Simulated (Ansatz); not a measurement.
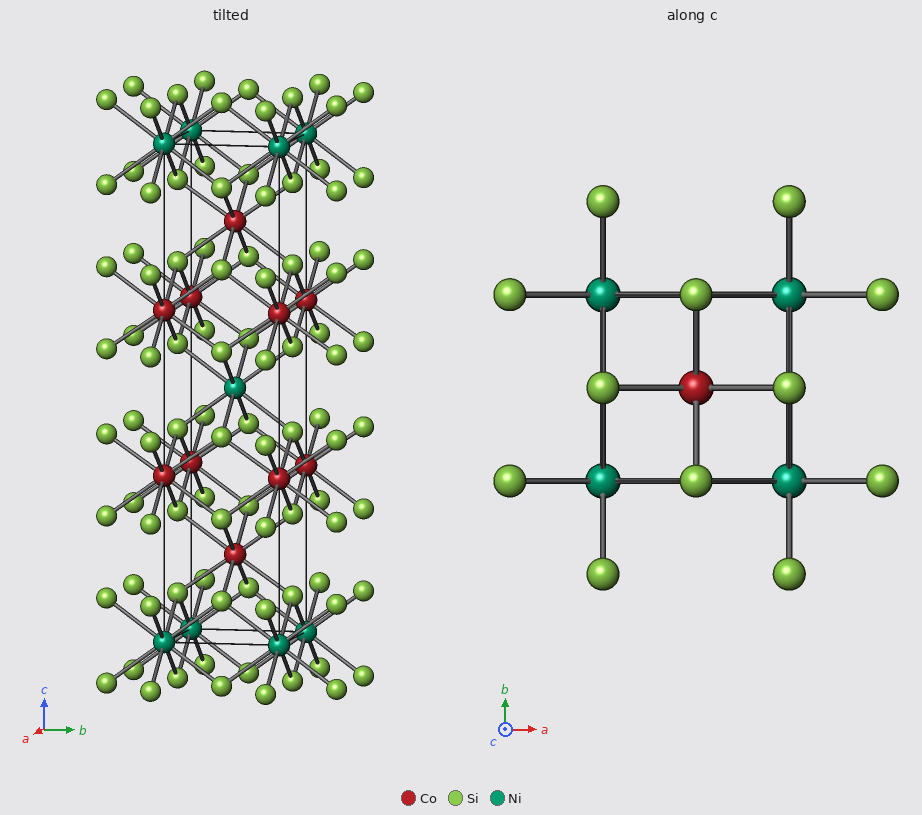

A ball-and-stick rendering, viewed slightly off an axis and along the c axis. Lines trace the edges of the conventional unit cell. Some atoms of the next cells are drawn as well.

Co$_{2}$Si$_{6}$Ni, space group I4/mmm (No. 139), a = 3.799 Å, b = 3.799 Å, c = 16.139 Å, α = 90.00°, β = 90.00°, γ = 90.00°. Provenance: a structure type filled with these elements by a generator (whether the compound takes this form wasn't checked). Earlier steps of the study may have refined or changed the cell and positions. It was run through Ansatz as a DFT input.

This one geometry was computed with Ansatz (DFT, plane waves, PAW) at three levels of theory: LDA, PBE and r2SCAN.

**Which level gives the highest pressure at this volume, and what does that say about its equilibrium volume?**

Highest: PBE (0.0 GPa), which points to the largest equilibrium volume. Lowest, with the smallest volume: LDA (-8.6 GPa). Levels within 0.5 GPa of each other can't be told apart.

**How does the band gap change with the level of theory?**

All levels give a metal.

**Collect the results in a table.**

| level | cutoff (eV) | k-mesh of the run's cell | gap (eV) | pressure (GPa) |
| --- | --- | --- | --- | --- |
| LDA | 420 | 14×14×14 | metal | -8.6 |
| PBE | 420 | 14×14×14 | metal | 0.0 |
| r2SCAN | 500 | 14×14×14 | metal | -4.8 |

Gaps are taken on the k-mesh or band path of each run.
